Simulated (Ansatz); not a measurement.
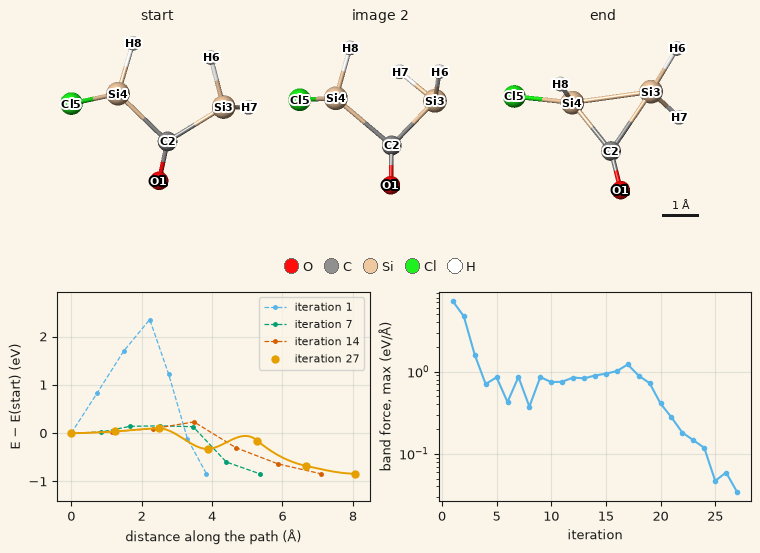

A nudged-elastic-band calculation for CH3ClOSi2. Images are numbered from 0 (start) to 6 (end). The plot follows the band through its iterations. A ball-and-stick model, seen at a tilt.

Level of theory: RKS r2SCAN-D4/def2-SVP (Ansatz 0.2.0). Run with 5 movable images; climbing image; force threshold 0.05 eV/Å; iteration limit 60; starting path through a guess of the saddle point.

> Did the band converge, and can the barrier be trusted?

The run is converged, with reservations. The band converged in 27 iterations. The largest component of the band force went from 7.2 to 0.034 eV/Å. The climbing image converged on the top of the path. Its vibrational analysis gives one imaginary mode (192i cm⁻¹), as a transition state must have. The first iteration put the highest image at 2.35 eV. The highest point, image 2, lies 0.10 eV above the start and 0.94 eV above the end; the end is at −0.84 eV relative to the start. The profile has 2 maxima (images 2, 4) with a dip at image 3 (−0.33 eV), so the process runs in steps.

The run took 3.4 min on 2 threads of Intel(R) Xeon(R) 6975P-C (Granite Rapids), with other jobs on the host, peak memory 0.17 GiB.
